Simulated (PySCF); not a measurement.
Consider C$_{3}$H$_{11}$ClOSi$_{2}$.

Input file:

```
{"job": {"kind": "nmr", "xc": "PBE0", "basis": "pcSseg-1"}, "charge": 0, "multiplicity": 1}
C     -1.275686    -0.648462    -1.467806
C     -1.019564    -0.625346     0.025706
Si    -1.522336     1.034400     0.857005
Cl    -1.973433    -1.946222     0.779879
C      0.446522    -0.858479     0.344031
O      1.065136     0.394220     0.296992
Si     2.651579     0.724289     0.165095
H     -2.323216    -0.448213    -1.681641
H     -1.012973    -1.615947    -1.896902
H     -0.667782     0.121127    -1.940017
H     -2.986831     1.038396     0.852475
H     -1.019000     2.155244     0.070953
H     -1.016138     1.019914     2.224735
H      0.558056    -1.277372     1.351294
H      0.916953    -1.551326    -0.364793
H      3.402696     0.199651     1.309038
H      2.576670     2.174251     0.118259
H      3.190589     0.116191    -1.055958
```

Command:

```sh
OMP_NUM_THREADS=1 python probes_run.py task.json out
```

Geometry: GFN2-xTB.

Computed with PBE0/pcSseg-1, SCF density, gas phase, non-relativistic in PySCF.

Q: What can the converged electron density and electron localisation function tell about the bonding?

A: C–O (1.40 Å): ρ is about 2.1 e/Å³ halfway, with its minimum of 1.8 e/Å³ about 0.5 Å from C; the ELF peaks at about 0.90 between the atoms, as expected for a shared but strongly polarised pair.
Si–O (1.63 Å): ρ is about 1.1 e/Å³ halfway; the ELF peaks at about 0.85 between the atoms, as expected for a short, strongly polar bond.

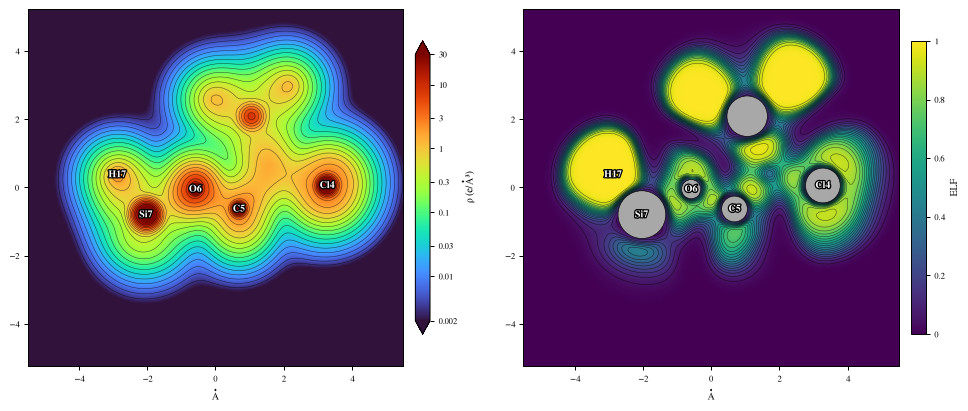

Computed electron density and electron localisation function on the plane of atoms O6, Si7 and H17, in this order. Grey discs cover the atomic cores in the ELF map. 
